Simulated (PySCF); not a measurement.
## Electronic structure of GeB (charge +1, triplet) in real space

```xyz
2

Ge    0.0000    0.0000   -0.2809
B     0.0000    0.0000    1.8861
```

Computed with PBE0/jorge-DZP-DKH, spin-free X2C-1e, Gaussian nucleus, at a bond length of 2.167 Å (PySCF 2.14.0).

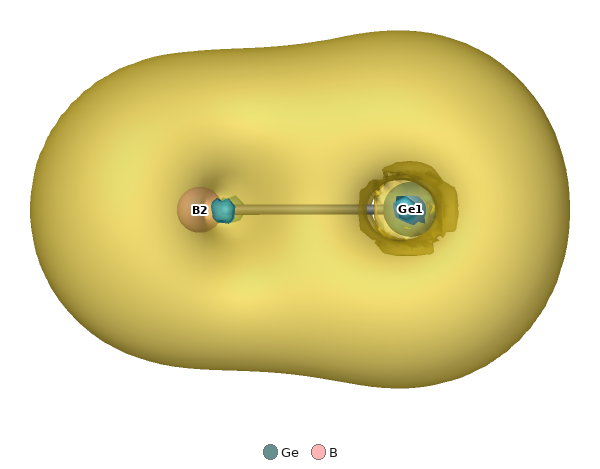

Figure 1. Isosurfaces of the spin density (α minus β) at +0.015 (yellow) and −0.015 e/Å³ (cyan), seen from one side.

> Which atoms carry the spin?

The unpaired spin (2 electrons) lies mostly on B2 (about 1.1) and Ge1 (about 0.9), in electrons by Hirshfeld's partition.

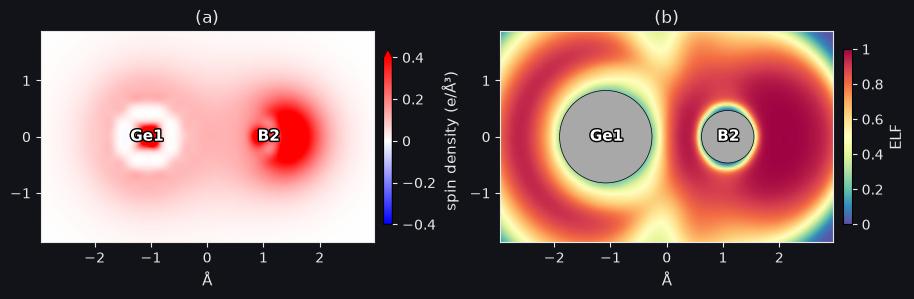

Figure 2. (a) spin density; (b) ELF on a plane that holds the molecular axis. Grey discs cover the atomic cores in the ELF map.

> Interpret the plot.

The plane passes through Ge and B nuclei. Ge–B (2.17 Å): the ELF peaks at about 0.95 in the valence shell of B, 0.7 Å from its nucleus, and is about 0.75 at the midpoint. The ELF also peaks beside B2, away from the bonds: non-bonding electrons, paired or unpaired.
